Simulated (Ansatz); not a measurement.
# Cl9HSi3Sn: what the fields show

```
atom    x (Å)    y (Å)    z (Å)
  Cl  -0.9623   2.8710   2.3338
  Si  -0.6825   0.8607   2.1264
  Cl   0.2163   0.1485   3.8139
  Cl  -2.5045  -0.0322   1.9350
  Sn   0.7440   0.3560   0.0626
  Si  -0.5146   1.2085  -1.9962
  Cl  -2.3381   0.3050  -2.1072
  Cl  -0.7946   3.2263  -1.8836
  Cl   0.5245   0.7869  -3.7006
  Si   0.9665  -2.1851  -0.1426
  Cl   2.0378  -2.6816  -1.8065
  Cl  -0.8848  -3.0251  -0.2876
  Cl   1.9056  -2.9599   1.4945
   H   2.2740   1.0918   0.1870
```

Geometry: PBE0-D4/def2-TZVP; core potentials replace the inner electrons of Sn.

Computed with RKS PBE0-D4/def2-TZVPP in Ansatz 0.2.0.

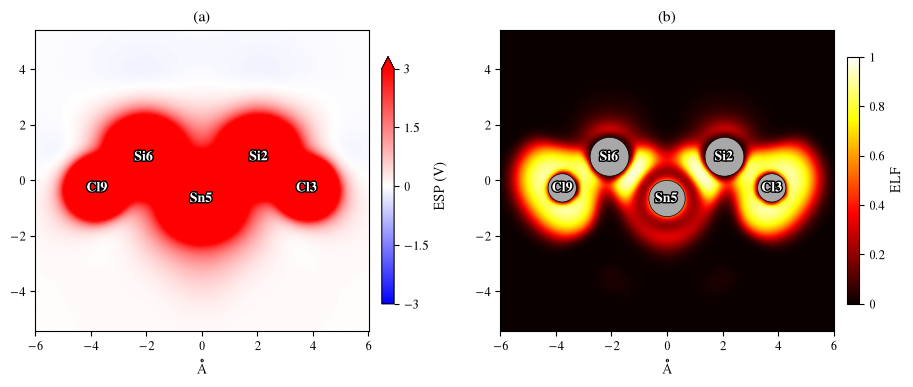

Figure 1. (a) electrostatic potential; (b) electron localisation function on the plane of atoms Si2, Sn5 and Si6. Grey discs cover the atomic cores in the ELF map.

**What does the map show?**

- The section cuts through Si, Cl and Sn sites.
- Si–Cl (2.04 Å): the ELF peaks at about 0.85 between the atoms, as expected for a polar covalent bond.
- Si–Sn (2.56 Å): the ELF peaks at about 0.95 between the atoms, as expected for localised, covalent bonding.
- The ELF also peaks beside Cl3 and Cl9, away from the bonds: lone-pair regions.
- The potential has no marked negative region in this plane.

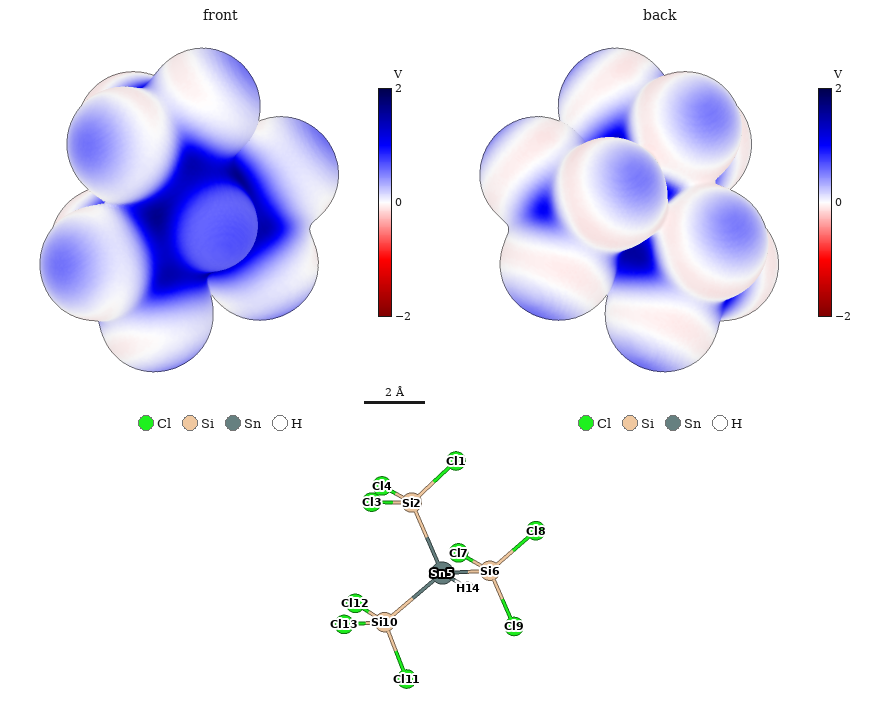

Figure 2. The electrostatic potential painted on the density surface at 0.002 e/bohr³, seen from the front and from behind; red is negative and blue positive. The bare structure is drawn below in the same view.

**Describe the electrostatic potential map.**

The most negative region (about −0.1 V) lies over the Cl atoms, the most positive (about +1.5 V) over Si2, Sn5, Si6 and Si10. Cl1 shows a σ-hole: about +0.5 V at the tip opposite its bond, against about 0.0 V on its flanks. Cl3 shows a σ-hole: about +0.5 V at the tip opposite its bond, against about 0.0 V on its flanks. Cl4 shows a σ-hole: about +0.5 V at the tip opposite its bond, against about 0.0 V on its flanks. Cl7 shows a σ-hole: about +0.5 V at the tip opposite its bond, against about 0.0 V on its flanks. Cl8 shows a σ-hole: about +0.5 V at the tip opposite its bond, against about +0.1 V on its flanks. Cl9 shows a σ-hole: about +0.5 V at the tip opposite its bond, against about 0.0 V on its flanks. Cl11 shows a σ-hole: about +0.5 V at the tip opposite its bond, against about 0.0 V on its flanks. Cl12 shows a σ-hole: about +0.5 V at the tip opposite its bond, against about 0.0 V on its flanks. Cl13 shows a σ-hole: about +0.5 V at the tip opposite its bond, against about +0.1 V on its flanks.

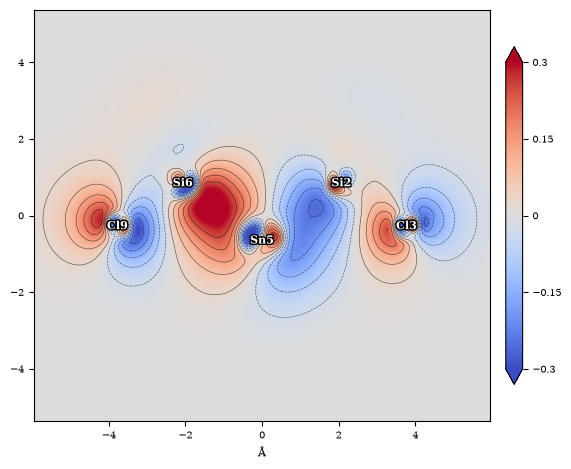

Figure 3. The HOMO on the plane of atoms Si2, Sn5 and Si6 (values in Å⁻³ᐟ²; the overall sign is arbitrary).

**Where does this orbital lie, and at what energy?**

It lies mainly on Sn5 (about 25 %), Si6 (about 15 %), Si2 (about 10 %) and Cl9 (about 5 %). It is one of a degenerate set, so its orientation is arbitrary. Its energy is −8.22 eV.
